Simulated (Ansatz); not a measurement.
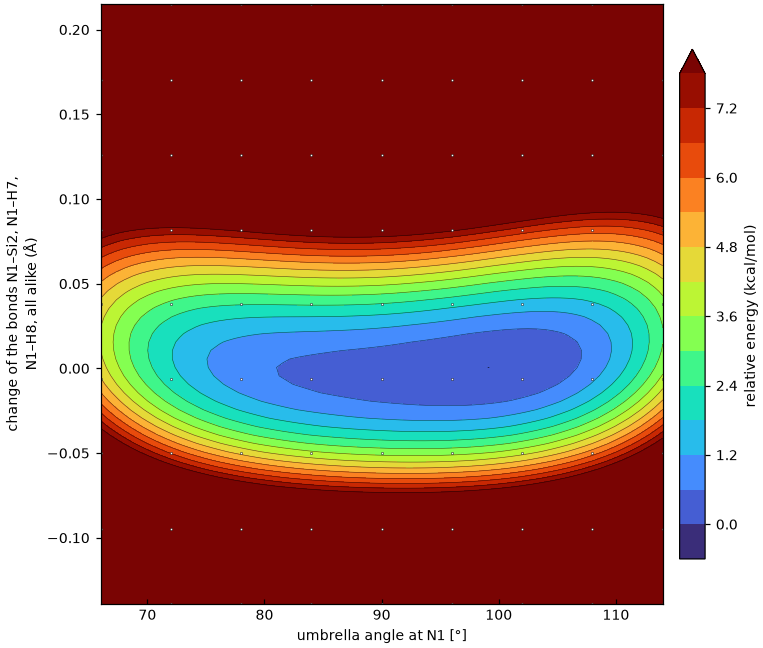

CH6AlNO2Si, SMILES N[SiH]1C[O][Al]1[OH]. First axis: umbrella angle at N1 (between each of its bonds and their common axis; 90 is planar). Second axis: change of the bonds N1–Si2, N1–H7, N1–H8, all alike. Nothing is relaxed (all other coordinates rigid). Grid: 9 × 9 points. Points are written as (first, second). All energies are given in kcal/mol relative to the relaxed molecule at the same level. Theory: RKS PBE-D4/def2-SVP in Ansatz.

The picture shows filled contours, dots at the grid points, one colour for all values above the top of the scale. Between grid points the surface is interpolated.

Q: Estimate the position of the minimum and the force constants in these coordinates.

A: The interpolated minimum is at the first coordinate ≈ 99.0°, the second coordinate ≈ 0.000 Å. The curvatures there are about 1.8 eV/rad² and 113 eV/Å², with a cross term of about −4.9 eV/(rad·Å). Round the minimum the valley is somewhat tilted: raising the first coordinate shifts the best value of the second coordinate upwards (coupling k₁₂/√(k₁₁k₂₂) about −0.3). (1 eV is 23.1 kcal/mol.)
